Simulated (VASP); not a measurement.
Band structure of PtS2 (1T layered). These are optB86b-vdW, VASP's PBE PAW potentials (set 64) (plane waves; VASP) values and carry that method's errors.

Unless said otherwise, spin-orbit coupling is left out, though it shifts the bands of the heavy elements here.

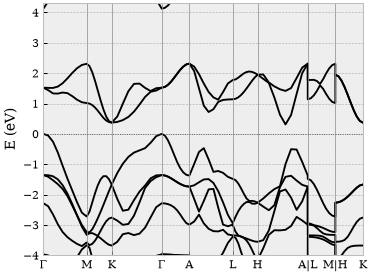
Bands along high-symmetry lines, zero at the valence-band maximum or, without a gap, the Fermi level

### Question
Read the plot: is there a gap, and where are the band edges?

### Answer
The gap is indirect, 0.31 eV, from the valence maximum at Γ to the conduction minimum at H-A at 0.56. (Edges off the drawn lines would not show.)

The compound is PtS2 in the 1T layered structure. It was relaxed first.
